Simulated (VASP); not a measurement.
Band structure of InAs (zinc blende). Method: SCAN meta-GGA, VASP's PBE PAW potentials (set 64) (plane waves; VASP).

Unless said otherwise, spin-orbit coupling is left out, though it shifts the bands of the heavy elements here.

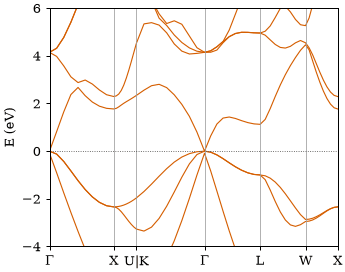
Figure. Bands along high-symmetry lines, zero at the valence-band maximum or, without a gap, the Fermi level

**Question.** Read the plot: is there a gap, and where are the band edges?

**Answer.** It has no gap at this level: it comes out as a metal or semimetal.

The compound is InAs in the zinc blende structure. It was relaxed first.
